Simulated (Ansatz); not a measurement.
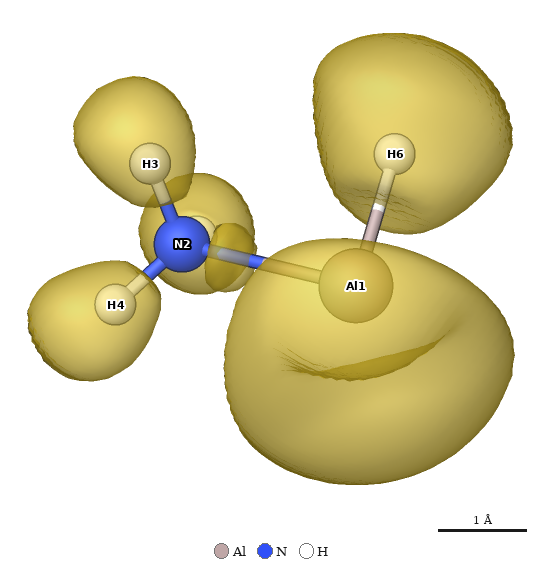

Figure 1: AlH$_{4}$N. Isosurface of the ELF at 0.9 (yellow), seen at a tilt. Core shells and regions of very low density are left out.

Method: RKS BLYP-D4/def2-SVP in Ansatz 0.2.0.

```xyz
6

Al   -0.0955    0.6731   -0.5425
N     1.2303    0.1106    1.2529
H     0.6552    0.0069    2.1040
H     1.9934    0.7661    1.4760
H     1.6616   -0.8142    1.0926
H    -0.9099   -0.7425   -0.0766
```

Identify the bonds, lone pairs and shells in this picture.

Answer. The ELF exceeds this value in four regions around hydrogen nuclei, one lobe of the valence shell of N pointing towards Al and one lobe on Al, pointing away from the bonds (lone pairs). Along the contacts the grid gives the following. Al–N (2.30 Å): the ELF peaks at about 0.95 in the valence shell of N, 0.7 Å from its nucleus, and is about 0.60 at the midpoint. N–H (1.03 Å): the ELF climbs to about 1 towards the hydrogen, as it does in any bond to H: an ordinary covalent bond to hydrogen.
